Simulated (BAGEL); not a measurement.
# UHF/6-31G(d) (density fitting with qzvpp-jkfit, spherical functions) run of GeSiH5S (SMILES [SiH2][S][GeH3])

Aim: the vertical ionisation energy of GeSiH5S at UHF/6-31G* (density fitting with qzvpp-jkfit, spherical functions), from 2 runs. 

The results are computed with BAGEL 1.2.2.

### 1 Starting point

GeSiH5S has 8 atoms, charge 0, and is taken as a doublet. SMILES: `[SiH2][S][GeH3]`. The shape is that of a PBE0-D4/def2-TZVP optimisation. This is one conformer, not always the lowest.

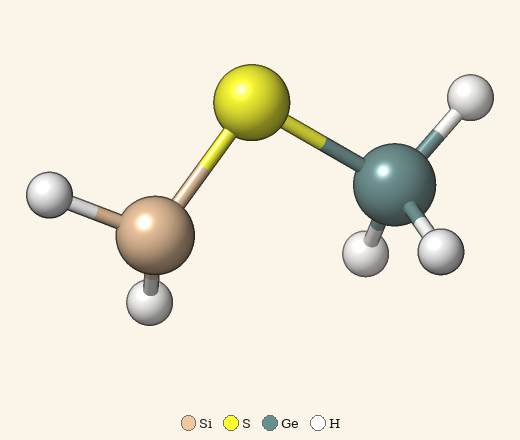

Viewed from a chosen angle; silicon light orange, sulfur yellow, germanium teal, hydrogen white.

### 2 The energy at UHF/6-31G(d) (density fitting with qzvpp-jkfit, spherical functions)

The input, hf.json:

```json
{ "bagel": [

{
  "title": "molecule",
  "basis": "6-31gs.json",
  "df_basis": "qzvpp-jkfit",
  "angstrom": true,
  "geometry": [
    { "atom": "Si", "xyz": [   -0.878000,    1.488200,   -0.662000 ] },
    { "atom": "S", "xyz": [    1.044600,    0.591100,   -0.762500 ] },
    { "atom": "Ge", "xyz": [    0.739700,   -1.018400,    0.752500 ] },
    { "atom": "H", "xyz": [   -1.958600,    0.475700,   -0.855700 ] },
    { "atom": "H", "xyz": [   -0.926300,    2.513700,   -1.740000 ] },
    { "atom": "H", "xyz": [    0.538900,   -0.391700,    2.139300 ] },
    { "atom": "H", "xyz": [    2.019500,   -1.860500,    0.710100 ] },
    { "atom": "H", "xyz": [   -0.487400,   -1.855100,    0.362700 ] }
  ]
},
{ "title": "uhf", "nopen": 1 },
{ "title": "print", "file": "orbitals.molden", "orbitals": true }

]}
```

The basis set 6-31G* is read from a file made from the Basis Set Exchange's data (not shown).

Command:

```console
BAGEL_NUM_THREADS=1 BAGEL hf.json > hf.out
```

Output:

```text
* using 1 threads per process

  ===============================================================
  ===============================================================

  *** Geometry ***

  { "atom" : "Si", "xyz" : [     -1.659180,      2.812290,     -1.250999 ] },
  { "atom" : "S", "xyz" : [      1.974008,      1.117017,     -1.440916 ] },
  { "atom" : "Ge", "xyz" : [      1.397830,     -1.924497,      1.422019 ] },
  { "atom" : "H", "xyz" : [     -3.701218,      0.898943,     -1.617039 ] },
  { "atom" : "H", "xyz" : [     -1.750453,      4.750205,     -3.288123 ] },
  { "atom" : "H", "xyz" : [      1.018373,     -0.740206,      4.042691 ] },
  { "atom" : "H", "xyz" : [      3.816302,     -3.515835,      1.341895 ] },
  { "atom" : "H", "xyz" : [     -0.921053,     -3.505631,      0.685404 ] },

  Number of auxiliary basis functions:      612

  Since a DF basis is specified, we compute 2- and 3-index integrals:
    o Being stored without compression. Storage requirement is 0.030 GB

  Number of basis functions:       78
  Number of electrons      :       67

    * METHOD: MOLECULE                             0.45

  *** Open-shell HF ***

  === Nuclear Repulsion ===
   321.8778287080

      * DIIS with orbital gradients will be used.

  === UHF iteration (6-31gs.json) ===
      0      -2764.34864881          0.01379028           0.29
      1      -2764.39890141          0.00523346           0.28
      2      -2764.40545143          0.00230625           0.28
      3      -2764.40664767          0.00086174           0.28
      4      -2764.40700513          0.00027281           0.28
      5      -2764.40705159          0.00011134           0.28
      6      -2764.40707279          0.00002792           0.28
      7      -2764.40707524          0.00001184           0.27
      8      -2764.40707585          0.00000559           0.27
      9      -2764.40707608          0.00000168           0.27
     10      -2764.40707610          0.00000072           0.28
     11      -2764.40707611          0.00000031           0.28
     12      -2764.40707611          0.00000012           0.27
     13      -2764.40707611          0.00000005           0.29
     14      -2764.40707611          0.00000002           0.28
     15      -2764.40707611          0.00000001           0.27
     16      -2764.40707611          0.00000000           0.27
    * SCF iteration converged.

    * S^2 (UHF) is 0.7543

    * Permanent dipole moment:
           (    0.430459,     0.291902,    -0.510061) a.u.

    * METHOD: UHF                                  5.05

    * METHOD: PRINT                                0.01

  ===============================================================
```

It took 5.7 s on 1 thread of Arm Neoverse V1, shared host; peak memory 0.15 GiB.

### 3 The singlet cation at the same level

The input, input.json:

```json
{ "bagel" : [

{
  "title" : "molecule",
  "basis" : "6-31gs.json",
  "df_basis" : "qzvpp-jkfit",
  "angstrom" : true,
  "geometry" : [
    { "atom" : "Si", "xyz" : [   -0.878000,    1.488200,   -0.662000 ] },
    { "atom" : "S", "xyz" : [    1.044600,    0.591100,   -0.762500 ] },
    { "atom" : "Ge", "xyz" : [    0.739700,   -1.018400,    0.752500 ] },
    { "atom" : "H", "xyz" : [   -1.958600,    0.475700,   -0.855700 ] },
    { "atom" : "H", "xyz" : [   -0.926300,    2.513700,   -1.740000 ] },
    { "atom" : "H", "xyz" : [    0.538900,   -0.391700,    2.139300 ] },
    { "atom" : "H", "xyz" : [    2.019500,   -1.860500,    0.710100 ] },
    { "atom" : "H", "xyz" : [   -0.487400,   -1.855100,    0.362700 ] }
  ]
},
{ "title" : "hf", "charge" : 1 },
{ "title" : "print", "file" : "orbitals.molden", "orbitals" : true }

]}
```

The basis set 6-31G* is read from a file made from the Basis Set Exchange's data (not shown).

Command:

```console
BAGEL_NUM_THREADS=1 BAGEL input.json > input.out
```

Output:

```text
* using 1 threads per process

  ===============================================================
  ===============================================================

  *** Geometry ***

  { "atom" : "Si", "xyz" : [     -1.659180,      2.812290,     -1.250999 ] },
  { "atom" : "S", "xyz" : [      1.974008,      1.117017,     -1.440916 ] },
  { "atom" : "Ge", "xyz" : [      1.397830,     -1.924497,      1.422019 ] },
  { "atom" : "H", "xyz" : [     -3.701218,      0.898943,     -1.617039 ] },
  { "atom" : "H", "xyz" : [     -1.750453,      4.750205,     -3.288123 ] },
  { "atom" : "H", "xyz" : [      1.018373,     -0.740206,      4.042691 ] },
  { "atom" : "H", "xyz" : [      3.816302,     -3.515835,      1.341895 ] },
  { "atom" : "H", "xyz" : [     -0.921053,     -3.505631,      0.685404 ] },

  Number of auxiliary basis functions:      612

  Since a DF basis is specified, we compute 2- and 3-index integrals:
    o Being stored without compression. Storage requirement is 0.030 GB

  Number of basis functions:       78
  Number of electrons      :       67

    * METHOD: MOLECULE                             0.46

  *** RHF ***

  === Nuclear Repulsion ===
   321.8778287080

      * DIIS with orbital gradients will be used.

  === RHF iteration (6-31gs.json) ===
      0      -2764.02662168          0.00943421           0.14
      1      -2764.10570109          0.00418068           0.13
      2      -2764.11713556          0.00116153           0.14
      3      -2764.11843888          0.00029819           0.13
      4      -2764.11853323          0.00009335           0.13
      5      -2764.11855328          0.00003987           0.13
      6      -2764.11855771          0.00001345           0.13
      7      -2764.11855806          0.00000559           0.14
      8      -2764.11855810          0.00000190           0.12
      9      -2764.11855811          0.00000059           0.13
     10      -2764.11855811          0.00000025           0.14
     11      -2764.11855811          0.00000011           0.12
     12      -2764.11855811          0.00000005           0.14
     13      -2764.11855811          0.00000002           0.14
     14      -2764.11855811          0.00000001           0.12
     15      -2764.11855811          0.00000000           0.14
    * SCF iteration converged.

    * Permanent dipole moment:
           (    1.849865,    -1.668461,     0.238744) a.u.

    * METHOD: HF                                   2.45

    * METHOD: PRINT                                0.01

  ===============================================================
```

Wall time 3.3 s (1 thread of Arm Neoverse V1, shared host); peak memory 0.15 GiB.

### 4 Results

At UHF/6-31G* (density fitting with qzvpp-jkfit, spherical functions):

| quantity | value |
| --- | --- |
| doublet GeSiH5S: total energy | -2764.40708 Eh |
| doublet GeSiH5S: dipole moment | 1.85 D |
| doublet GeSiH5S: ⟨S²⟩ | 0.754 |
| singlet cation: total energy | -2764.11856 Eh |
| singlet cation: HOMO energy | -15.87 eV |
| singlet cation: LUMO energy | -6.88 eV |
| singlet cation: HOMO–LUMO gap | 8.99 eV |
| vertical ionisation energy (to the singlet cation) | 7.851 eV |

In words: The vertical ionisation energy comes to 7.85 eV (181 kcal/mol). Only the singlet of the ionised species was computed; a triplet could lie lower.
